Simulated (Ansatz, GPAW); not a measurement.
# A 13-layer slab of Nb(111): work function by functional and basis, part 4 of 4

Aim: the work function of both faces of a 13-layer slab of Nb(111), and its spread over functionals and bases.

GPAW 26.7.0 and Ansatz 0.2.0; Ansatz plane waves; slab in vacuum with a dipole correction, relaxation (the session's first sound run).

So far, upper work function (eV): step 2 (relaxation, PBE) 3.80; step 5 (OptPBE vdW: xc = "optPBE-vdW", GPAW, PAW setups, GPAW) 4.02; step 6 (self-consistent run: xc = "LDA") 4.07; step 7 (self-consistent run: xc = "revPBE") 3.67; step 8 (self-consistent run: xc = "vdW-DF2", GPAW, PAW setups, GPAW) 4.17.

## 9. Real-space grid: mode = "fd"

Level of this step: GPAW, PAW setups; slab in vacuum (GPAW).

A real-space grid is a second complete basis, so it checks the plane-wave result.

run.py

```python
import json
import numpy as np
from ase import Atoms
from gpaw import GPAW

slab = Atoms(
    ['Nb', 'Nb', 'Nb', 'Nb', 'Nb', 'Nb', 'Nb', 'Nb', 'Nb', 'Nb', 'Nb', 'Nb', 'Nb'],
    positions=[
        [0.00000, 0.00000, 7.00000],
        [2.33345, 1.34722, 7.95263],
        [4.66690, 2.69444, 8.90526],
        [0.00000, 0.00000, 9.85788],
        [2.33345, 1.34722, 10.81051],
        [4.66690, 2.69444, 11.76314],
        [0.00000, 0.00000, 12.73969],
        [2.33345, 1.34722, 13.68280],
        [4.66690, 2.69444, 14.64169],
        [-0.00000, 0.00000, 15.54767],
        [2.33345, 1.34722, 16.62663],
        [4.66690, 2.69444, 17.44720],
        [-0.00000, 0.00000, 18.13491]],
    cell=[[4.6669, 0.0, 0.0], [2.33345, 4.04166, 0.0], [0.0, 0.0, 25.43154]],
    pbc=[True, True, False])

slab.calc = GPAW(mode='fd', h=0.18, xc='PBE', kpts={'size': (8, 8, 1), 'gamma': True},
                 occupations={'name': 'fermi-dirac', 'width': 0.1}, nbands='160%',
                 convergence={'density': 1e-05}, maxiter=200,
                 poissonsolver={'dipolelayer': 'xy'},
                 symmetry={'tolerance': 1e-3}, txt='slab.txt')
result = {}
energy = slab.get_potential_energy()
fermi = slab.calc.get_fermi_level()
v = slab.calc.get_electrostatic_potential().mean((0, 1)) - fermi
n = slab.calc.get_pseudo_density().mean((0, 1))
L = slab.cell[2, 2]
z = np.arange(len(v)) * L / len(v)
low, high = slab.positions[:, 2].min(), slab.positions[:, 2].max()
below, above = np.interp([low - 4.8, high + 4.8], z, v)
slopes = [np.interp(x, z, np.gradient(v, z)) for x in (low - 4.8, high + 4.8)]
eps = np.array([[slab.calc.get_eigenvalues(k, s) for k in range(len(slab.calc.get_ibz_k_points()))]
                for s in range(slab.calc.get_number_of_spins())]) - fermi
top, bottom = eps[eps < 0].max(), eps[eps > 0].min()
dipole = slab.get_dipole_moment()[2]
print(f'energy {energy:.4f} eV, Fermi level {fermi:.4f} eV, dipole {dipole:.5f} e A')
print(f'potential 4.8 A off the faces, from the Fermi level: lower {below:.4f} eV, upper {above:.4f} eV')
print(f'slope of the potential there: lower {slopes[0]:.5f}, upper {slopes[1]:.5f} eV/A')
print(f'nearest levels on the mesh: {top:.4f} and {bottom:.4f} eV')
print('magnetic moment', round(slab.get_magnetic_moment(), 3))
result.update(energy=energy, fermi=fermi, dipole=dipole, below=below, above=above, slopes=slopes, edges=[top, bottom],
              z=z.tolist(), v=v.tolist(), n=n.tolist(), positions=slab.positions.tolist(),
              forces=slab.get_forces(apply_constraint=False).tolist(), moments=slab.get_magnetic_moments().tolist())
json.dump(result, open('result.json', 'w'))
```

The run is started by

```
$ OMP_NUM_THREADS=1 OPENBLAS_NUM_THREADS=1 python run.py
```

Numbers of over 12 decimals in the logs are rounded to 6 here.

What it wrote:

```text
energy -128.7438 eV, Fermi level -3.5979 eV, dipole -0.04239 e A
potential 4.8 A off the faces, from the Fermi level: lower 3.3944 eV, upper 3.8002 eV
slope of the potential there: lower -0.00138, upper 0.00140 eV/A
nearest levels on the mesh: -0.0023 and 0.0183 eV
magnetic moment 0.0
```

Run time: 68 min. Hardware: 1 thread of AMD EPYC 7R43, shared host; peak memory 3 GiB.

This step gave:

| Quantity | Value |
| --- | --- |
| dipole along the normal | -0.04239 e·Å |
| levels nearest the Fermi level on the mesh | -0.002337, 0.01834 eV from the Fermi level |
| upper work function | 3.800 eV |
| lower work function | 3.394 eV |

The electrostatic potential energy of an electron (without an applied field's), less the Fermi level, planar mean oscillates, so the rows of the table below give means over windows of 1 Å about each position, cut where the curve ends. Its maxima inside the range that stand out by 2 % of the span (Å: eV): 8.4: -10.7, 9.4: -10.8, 10.4: -10.8, 11.3: -10.8, 12.3: -10.4, 13.2: -10.9, 14.2: -10.8, 15.1: -11.3, 16.1: -9.12. Its minima: 8.0: -12.0, 8.9: -12.1, 9.8: -12.0, 10.8: -12.0, 11.7: -11.9, 12.7: -12.0, 13.7: -12.1, 14.6: -12.3, 15.4: -11.8, 17.6: -15.4.

Table of electrostatic potential energy of an electron (without an applied field's), less the Fermi level, planar mean by z; means over each step:

```
z (Å)  electrostatic potential energy of an electron (without an applied field's), less the Fermi level, planar mean (eV)
    0                                                                                                                3.41
    1                                                                                                                3.39
    2                                                                                                                3.39
    3                                                                                                                3.39
    4                                                                                                                3.36
    5                                                                                                                3.06
    6                                                                                                               0.464
    7                                                                                                               -9.05
    8                                                                                                               -11.3
    9                                                                                                               -11.4
   10                                                                                                               -11.4
   11                                                                                                               -11.4
   12                                                                                                               -11.2
   13                                                                                                               -11.4
   14                                                                                                               -11.5
   15                                                                                                               -11.8
   16                                                                                                               -10.3
   17                                                                                                               -13.5
   18                                                                                                               -13.0
   19                                                                                                              -0.688
   20                                                                                                                3.29
   21                                                                                                                3.74
   22                                                                                                                3.79
   23                                                                                                                3.80
   24                                                                                                                3.80
   25                                                                                                                3.80
```

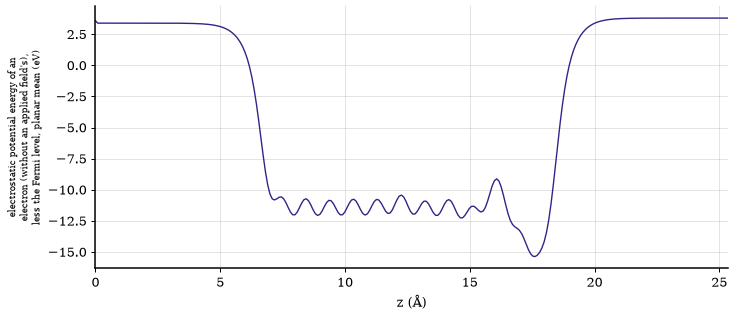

Electrostatic potential energy of an electron (without an applied field's), less the Fermi level, planar mean, plotted against z.

The upper face's work function is 3.800 eV, against 3.801 eV in the first plane-wave PBE run at this geometry.

## 10. All levels side by side

Times are for 1 thread of AMD EPYC 7R43, shared host. The series side by side:

```
no.         run  upper work function (eV)  lower work function (eV)    time  memory (GiB)
  1          pw                     3.801                     3.396  16 min          0.53
  2        RPBE                     3.657                     3.246  15 min          0.53
  3  optPBE vdW                     4.016                     3.642  16 min          0.88
  4         LDA                     4.073                     3.674  15 min          0.52
  5      revPBE                     3.674                     3.260  14 min          0.53
  6     vdW DF2                     4.175                     3.850  15 min          0.86
  7          fd                     3.800                     3.394  68 min           3.0
```

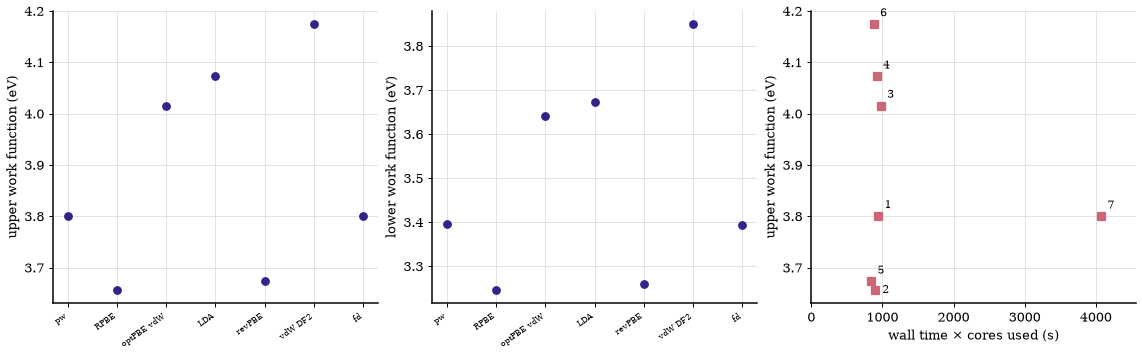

The series as plots; the last panel sets the first result against cost, with the runs numbered as in the table.

## 11. A second plane-wave code

A second program with its own datasets checks the number independently.

This step: Ansatz plane waves; slab in vacuum with a dipole correction (Ansatz 0.2.0).

input.yaml

```yaml
crystal:
  lattice:
    - [4.6669047558, 0.0, 0.0]
    - [2.3334523779, 4.0416580756, 0.0]
    - [0.0, 0.0, 25.43153533]
  atoms:
    - { symbol: Nb, position: [0.0, 0.0, 0.2752488164] }
    - { symbol: Nb, position: [0.3333333333, 0.3333333333, 0.312707347] }
    - { symbol: Nb, position: [0.6666666667, 0.6666666667, 0.3501658776] }
    - { symbol: Nb, position: [0.0, 0.0, 0.3876244082] }
    - { symbol: Nb, position: [0.3333333333, 0.3333333333, 0.4250829388] }
    - { symbol: Nb, position: [0.6666666667, 0.6666666667, 0.4625414694] }
    - { symbol: Nb, position: [0.0, 0.0, 0.5009408148] }
    - { symbol: Nb, position: [0.3333333333, 0.3333333333, 0.5380248111] }
    - { symbol: Nb, position: [0.6666666667, 0.6666666667, 0.5757298332] }
    - { symbol: Nb, position: [0.0, 0.0, 0.6113541353] }
    - { symbol: Nb, position: [0.3333333333, 0.3333333333, 0.653780215] }
    - { symbol: Nb, position: [0.6666666667, 0.6666666667, 0.6860457216] }
    - { symbol: Nb, position: [0.0, 0.0, 0.713087517] }
kpoints:
  mp_grid: { grid: [8, 8, 1] }
hamiltonian:
  xc: pbe
scf:
  occupations: { method: fermi_dirac, width: 0.1 }
efield:
  axis: 3
  dipole_correction: true
  ramp_width: 0.05
output:
  forces: true
  write_potential: true
  write_density: true
  volumetric_format: npy
```

The run is started by

```
$ ansatz run input.yaml --threads 4 --pin off --max-ram 8192MiB --backend cpu --events-out ev --progress --plain --runs-dir out
```

What it wrote:

```text
[...]
Crystal: 13 atoms, lattice volume = 479.690 Å³
Basis set: ecut = 420 eV, 9451 PW (Γ), exchange–correlation on 64×64×360 points (8 copies of the dense FFT grid, shifted against one another)
Bands: 102, of which v1, the nominal top of the filled ones, is band 85 counted from 1 (84 counted from 0)
Symmetry: 6 space group operations
[...]
k-points: 10 of 64 (time reversal used)
[...]
SCF iter   1: F=—  HF=-59174.340551 eV  |F-HF|=—  |Δ(HF+E_count)|=         —  Δρ=1.19e-2  dr2=1.73e1  ethr=1.77e-3  p=-0.044 e·Å  D=-1.64e-2 V/Å  ΔV_dip=0.42 eV  dr2_dipole=3.05e-1  V_vac-E_F(+/−)=4.25/3.83 eV  ⟨swp⟩=9.3  Hψ=4855  notcnv=0
[...]
SCF iter   8: F=-59174.034868 eV  HF=-59174.034868 eV  |F-HF|=6.84e-8  |Δ(HF+E_count)|=   1.05e-7  Δρ=2.33e-6  dr2=7.31e-8  ethr=5.92e-11  p=-0.042 e·Å  D=-1.60e-2 V/Å  ΔV_dip=0.41 eV  dr2_dipole=2.40e-8  V_vac-E_F(+/−)=3.80/3.40 eV  ⟨swp⟩=17.9  Hψ=8877  notcnv=0
SCF 1 converged in 8 iterations: F = -59174.034868 eV  dr2 = 7.31e-8
[...]
SCF converged after 8 iterations
Free energy (F): -59174.034868 eV
[...]
Internal energy: -59173.452409 eV  (E = F + TS)
E sigma→0 (E₀):  -59173.743638 eV
Entropy (-TS):   -0.582459 eV (-44.805 meV/atom)
Fermi energy:    6.966029 eV
Dipole field:    D = -0.015833 V/Å  (p = -0.041971 e·Å, saw-weighted, corrected)
Work function:   Φ+ = 3.7999 eV   Φ− = 3.3972 eV
[...]
--- Forces (eV/Å), atoms counted from 1 ---
  atom   1  Nb     0.00000000    -0.00000000     1.72064082
  atom   2  Nb     0.00000000     0.00000000     0.10545197
  atom   3  Nb    -0.00000000     0.00000000    -1.21066754
  atom   4  Nb    -0.00000000    -0.00000000    -0.58969144
  atom   5  Nb    -0.00000000    -0.00000000    -0.31941702
  atom   6  Nb     0.00000000     0.00000000     0.28129716
  atom   7  Nb    -0.00000000    -0.00000000    -0.01518186
  atom   8  Nb     0.00000000    -0.00000000     0.00360342
  atom   9  Nb    -0.00000000     0.00000000     0.01523197
  atom  10  Nb     0.00000000     0.00000000    -0.00108632
  atom  11  Nb     0.00000000    -0.00000000    -0.00809523
  atom  12  Nb     0.00000000    -0.00000000     0.01403079
  atom  13  Nb     0.00000000     0.00000000     0.00375301
  max |Σ_I F_I| component: 1.30e-4 eV/Å
--- Band table (eV; the first three rows and the last of 10) ---
  k-point 0: bands = [... 81 lower, 6.3326, 6.5676, 6.5676, 6.7715, 6.8909, 6.8909, 7.0613, 7.1554, ... 13 higher]
  k-point 1: bands = [... 81 lower, 6.5190, 6.6868, 6.7227, 6.8528, 6.9600, 7.0929, 7.1733, 7.1777, ... 13 higher]
  k-point 2: bands = [... 81 lower, 6.7377, 6.9126, 6.9419, 7.1260, 7.1714, 7.3668, 7.4734, 7.4838, ... 13 higher]
  k-point 9: bands = [... 81 lower, 6.6864, 6.7281, 6.7774, 6.9297, 6.9504, 7.0872, 7.2032, 7.4580, ... 13 higher]
```

Elapsed: 17 s, on 4 threads; peak memory 1.4 GiB; 67 s of CPU time.

This step gave:

```
lower work function     : 3.397 eV
dipole along the normal : -0.04197 e·Å
dipole field            : -0.01583 V/Å
```

The electrostatic potential energy of an electron (with the applied field's), less the Fermi level, planar mean by z:

```
z (Å)  electrostatic potential energy of an electron (with the applied field's), less the Fermi level, planar mean (eV)
    0                                                                                                              3.55
    1                                                                                                              3.40
    2                                                                                                              3.39
    3                                                                                                              3.39
    4                                                                                                              3.36
    5                                                                                                              3.11
    6                                                                                                             0.955
    7                                                                                                             -9.05
    8                                                                                                             -10.8
    9                                                                                                             -10.9
   10                                                                                                             -10.9
   11                                                                                                             -10.9
   12                                                                                                             -10.7
   13                                                                                                             -11.0
   14                                                                                                             -11.1
   15                                                                                                             -11.5
   16                                                                                                             -9.71
   17                                                                                                             -13.2
   18                                                                                                             -13.1
   19                                                                                                           -0.0882
   20                                                                                                              3.38
   21                                                                                                              3.75
   22                                                                                                              3.80
   23                                                                                                              3.80
   24                                                                                                              3.80
   25                                                                                                              3.69
```

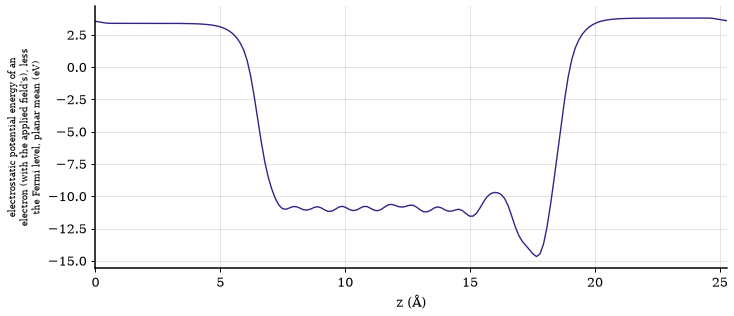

Electrostatic potential energy of an electron (with the applied field's), less the Fermi level, planar mean against z.

Table of valence density, planar mean by z:

```
z (Å)  valence density, planar mean (e/Å³)
    2                               1.2e-5
    4                               8.4e-4
    6                               0.0749
    8                                0.713
   10                                0.721
   12                                0.711
   14                                0.726
   16                                0.645
   18                                0.827
   20                               0.0110
   22                               1.4e-4
   24                               1.6e-6
```

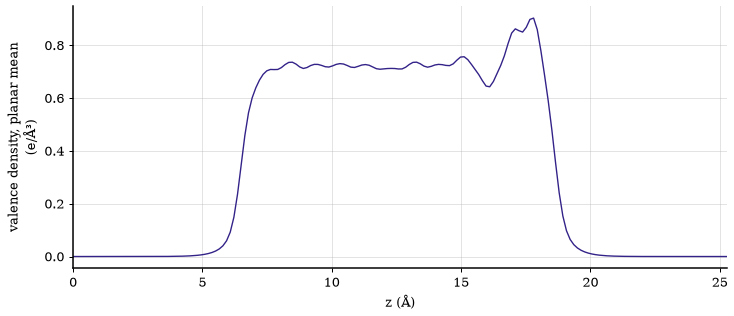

Valence density, planar mean against z.

Force by atom:

```
atom  x (eV/Å)  y (eV/Å)  z (eV/Å)  size
 Nb1      0.00      0.00      1.72  1.72
 Nb2      0.00      0.00      0.11  0.11
 Nb3      0.00      0.00     -1.21  1.21
 Nb4      0.00      0.00     -0.59  0.59
 Nb5      0.00      0.00     -0.32  0.32
 Nb6      0.00      0.00      0.28  0.28
 Nb7      0.00      0.00     -0.02  0.02
 Nb8      0.00      0.00      0.00  0.00
 Nb9      0.00      0.00      0.02  0.02
Nb10      0.00      0.00      0.00  0.00
Nb11      0.00      0.00     -0.01  0.01
Nb12      0.00      0.00      0.01  0.01
Nb13      0.00      0.00      0.00  0.00
```

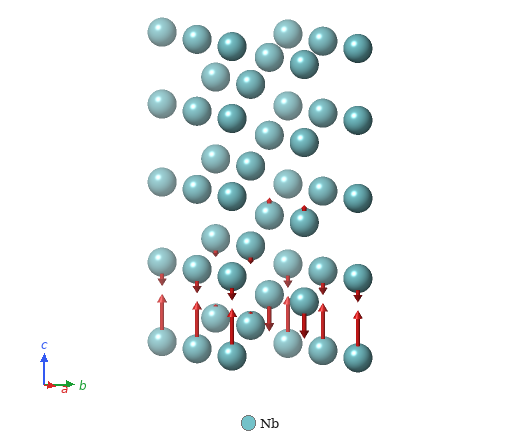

Force as arrows, the longest 1.72 eV/Å. 2×1×1 cells are drawn. Some periodic images of atoms are drawn too.

The upper face's work function is 3.800 eV, against 3.801 eV in the first plane-wave PBE run at this geometry.

## 12. Side by side

Results and costs are gathered.

This step: comparison of work functions, dipole and cost (GPAW 26.7.0).

Ladder, by row:

```
      step    code  work function, upper (eV)  work function, lower (eV)  dipole (e Å)  wall time (s)  peak memory (GiB)  threads
        pw    GPAW                      3.801                      3.396      -0.04234          942.8               0.53        1
      RPBE    GPAW                      3.657                      3.246      -0.04285          892.9               0.53        1
optPBE-vdW    GPAW                      4.016                      3.642      -0.03906          978.9               0.88        1
       LDA    GPAW                      4.073                      3.674      -0.04165            920               0.52        1
    revPBE    GPAW                      3.674                       3.26      -0.04318          842.4               0.53        1
   vdW-DF2    GPAW                      4.175                       3.85      -0.03388          880.1               0.86        1
        fd    GPAW                        3.8                      3.394      -0.04239           4076               3.03        1
    ansatz  Ansatz                        3.8                      3.397      -0.04197          17.46              1.393        4
```

## 13. Outcome

| Quantity | Value |
| --- | --- |
| work function, upper and lower face | 3.801 and 3.396 eV |
| dipole along the normal | -0.0423 e Å |

With plane waves and PBE the work function is 3.80 eV on the upper face and 3.40 eV on the lower. The two faces differ by 0.41 eV, the step that the slab's dipole makes (e p/(ε0 A) gives 0.41 eV), so the dipole layer is needed. The lowest atoms were held at bulk positions, which alone makes the faces unlike. The measured value for this face is 4.08 eV (as compiled in "Anisotropic work function of elemental crystals", 2019, arxiv:1902.07811); the relaxed upper face lies 0.28 eV under it with PBE, and LDA comes nearest (4.07 eV). Measured work functions scatter by a tenth of an eV or more between methods. Over the sound runs of the table the upper face's work function spans 3.657 (RPBE) to 4.175 eV (vdW-DF2). The two plane-wave codes differ by 0.0014 eV on the upper face. The in-plane lattice was kept as typed, which isn't the functional's own and leaves some strain; spin-orbit coupling and temperature are left out.

[Logs are printed without paths, hosts, clocks, repeated set-up lines and the standing remarks that a program may print on its own settings, such as how far it seeks lower states.]

[Hosts, paths, dates, database ids (printed as entryN), source tags and the programs' standing remarks are cut or masked in the printed files.]
